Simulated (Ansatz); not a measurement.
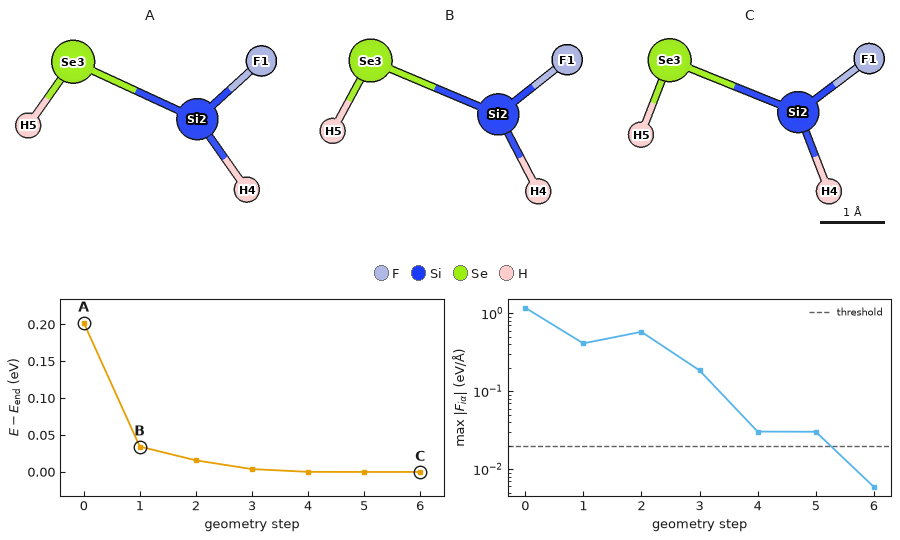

Frames of a relaxation of SiH2SeF (charge +1), marked on the history of the run. Style: ball-and-stick. Shown at a tilt.

The run prepares the start of a later molecular dynamics calculation, from a guessed geometry.

Level of theory: RKS BLYP/def2-SVP (Ansatz 0.2.0).

Input file:
```yaml
crystal:
  periodic: [false, false, false]
  atoms:
    - { symbol: F, position_ang: [-0.99634, -0.99467, 1.36472] }
    - { symbol: Si, position_ang: [-0.4502, -0.3766, 0.02495] }
    - { symbol: Se, position_ang: [1.20542, 0.94976, 0.49498] }
    - { symbol: H, position_ang: [-1.27566, -0.93849, -1.01879] }
    - { symbol: H, position_ang: [1.51678, 1.36, -0.86586] }
total_charge: 1
basis:
  gaussian: { orbitals: def2-SVP }
hamiltonian:
  xc: blyp
relax:
  f_tol: 0.02
  max_steps: 40
scf:
  lower_state_search: "off"
```

Run as
```bash
ansatz run input.yaml --threads 1 --pin off --max-ram 2048MiB --backend cpu --events-out ev --progress --plain --runs-dir out
```

> Describe the path.

The energy falls by 0.202 eV in 6 geometry steps. Largest force component: 1.2 eV/Å at the start, 0.0059 eV/Å at the end. The atom that moves furthest after the best rigid fit is H4 (0.30 Å). Largest moves by element: H 0.30 Å, F 0.14 Å, Si 0.13 Å, Se 0.06 Å. Some distances before and after: Se3–H5 1.455 → 1.500 Å, Si2–H4 1.444 → 1.485 Å, Si2–Se3 2.173 → 2.200 Å, F1–Si2 1.573 → 1.598 Å. Among the angles between lasting bonds that change: Se3–Si2–H4 146.0° → 128.6°, F1–Si2–H4 105.3° → 114.7°, Si2–Se3–H5 97.6° → 89.0°. Cost: 9.6 s on 1 thread of Arm Neoverse V1, on a shared host, peak memory 0.12 GiB. From step 0 to 1: H4 moves most (0.15 Å), energy −0.168 eV. From step 1 to 6: H4 moves most (0.15 Å), energy −0.034 eV.
